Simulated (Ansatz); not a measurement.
Effect of O vacancy, symmetric start on ZrO2

The reference is a 24-atom supercell of ZrO₂ (space group P4_2/nmc, No. 137; a = 3.584 Å, c = 5.177 Å) at its relaxed geometry.

Now apply this change: a neutral O vacancy, symmetric start, atoms relaxed at fixed cell.

Calculations: PBEsol (Ansatz, a first-principles code, PAW, spin-orbit coupling left out). Settings: 5×5×5 k-points, 0.01 eV Fermi–Dirac smearing.

```tsv
quantity	base	changed	shift
pressure	0.0 GPa	-1.5 GPa	-1.5 GPa
gap of the supercell	4.00 eV	0.99 eV	-3.01 eV
energy gained by relaxation	–	0.14 eV	–
largest displacement of a host atom from its site in the perfect cell	–	0.09 Å	–
mean distance from the defect site to its nearest host atoms	2.07 Å	2.02 Å	-0.05 Å
```

Final structure:

```yaml
crystal:
  lattice:
    - [3.58445, -3.58445, -5.17714]
    - [0.00000, 7.16890, 0.00000]
    - [3.58445, -3.58445, 5.17714]
  atoms:
    - { symbol: Zr, position: [0.99753, 0.00638, 0.00247] }
    - { symbol: Zr, position: [0.99753, 0.49362, 0.00247] }
    - { symbol: Zr, position: [0.50241, 0.99754, 0.49759] }
    - { symbol: Zr, position: [0.50241, 0.50246, 0.49759] }
    - { symbol: Zr, position: [0.00139, 0.50311, 0.50483] }
    - { symbol: Zr, position: [0.99818, 0.99699, 0.49581] }
    - { symbol: Zr, position: [0.50419, 0.50301, 0.00182] }
    - { symbol: Zr, position: [0.49517, 0.99689, 0.99861] }
    - { symbol: O, position: [0.89866, 0.75000, 0.10134] }
    - { symbol: O, position: [0.39966, 0.25000, 0.60034] }
    - { symbol: O, position: [0.39844, 0.75000, 0.60156] }
    - { symbol: O, position: [0.65544, 0.25000, 0.34456] }
    - { symbol: O, position: [0.64805, 0.75000, 0.35195] }
    - { symbol: O, position: [0.14686, 0.25000, 0.85314] }
    - { symbol: O, position: [0.14860, 0.75000, 0.85140] }
    - { symbol: O, position: [0.08936, 0.24188, 0.38740] }
    - { symbol: O, position: [0.08936, 0.73487, 0.38740] }
    - { symbol: O, position: [0.61260, 0.25812, 0.91064] }
    - { symbol: O, position: [0.61260, 0.76513, 0.91064] }
    - { symbol: O, position: [0.84905, 0.24641, 0.64789] }
    - { symbol: O, position: [0.84905, 0.75053, 0.64789] }
    - { symbol: O, position: [0.35211, 0.25359, 0.15095] }
    - { symbol: O, position: [0.35211, 0.74947, 0.15095] }
```

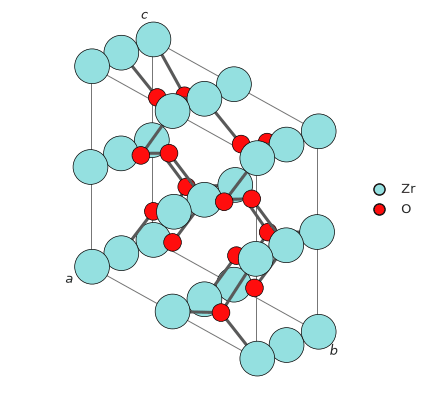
*The relaxed cell after the change*

Cost of the whole job for the changed cell (relaxation, final SCF and bands): very roughly 22 core-minutes.

Other magnetic orders, which the real material may have, were not ruled out. The cell is small, so the values are those of an ordered compound at a high defect concentration; dilute-limit values will differ. The defect started on the symmetric site and kept its symmetry, so it may sit on a saddle. Starting moments died away, wholly or in part, for O vacancy; another magnetic solution may exist. The defect cell is spin-polarised and ends with 0.0 μB. This is not the structure that ZrO2 has at room temperature and ambient pressure.
